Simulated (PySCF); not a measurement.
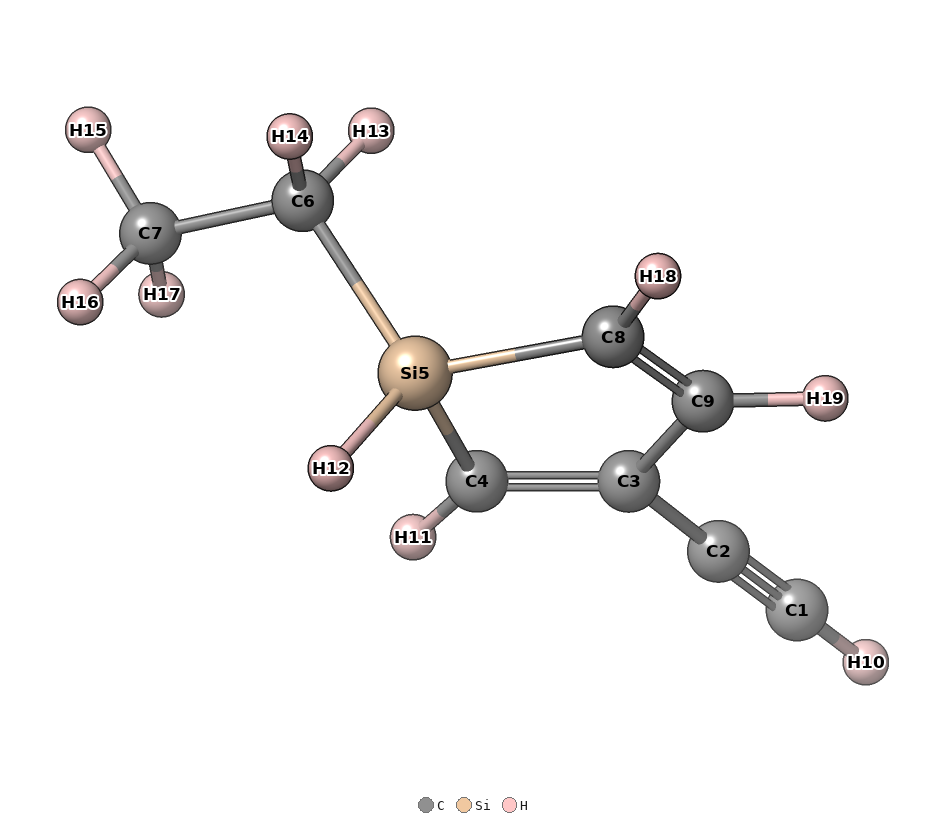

Distant atoms are faded towards the background colour. Computed geometry: PBE0-D3(BJ)/def2-SVP optimisation. No frequency run is at hand to confirm it as a minimum.

### How is the 5-membered ring C3–C4–Si5–C8–C9 puckered?

It is planar. The Cremer–Pople amplitude Q is 0.01 Å.

### Give the torsion angles round the ring, beginning with the bond from its second to its third atom.

0°, 0°, 0°, 0°, 0°.
